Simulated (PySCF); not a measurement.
Al(H)(F)(Me), SMILES [CH3][AlH][F] at its PBE0/def2-SVP optimised geometry (Å):

```
7

Al    -0.7169     0.0886     0.0000
H     -1.6433     1.3727     0.0000
F     -1.5263    -1.3727     0.0048
C      1.2243     0.0886     0.0000
H      1.6155     0.5607     0.9176
H      1.6220     0.6737    -0.8464
H      1.6433    -0.9277    -0.0609
```

Method: PBE0/def2-TZVP in PySCF. Cells within 0.4 Å of a nucleus heavier than hydrogen are left out (blank, or x).

Map of the log10 of the electron density (e/bohr³), floored at −4 on the plane z = 0.0 Å:

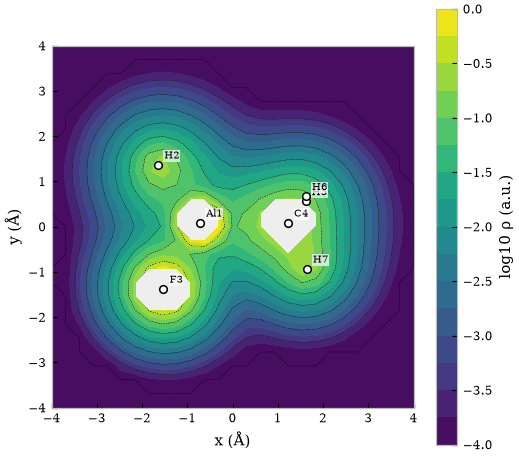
Figure. Log10 of the electron density (e/bohr³), floored at −4 on the plane z = 0.0 Å.
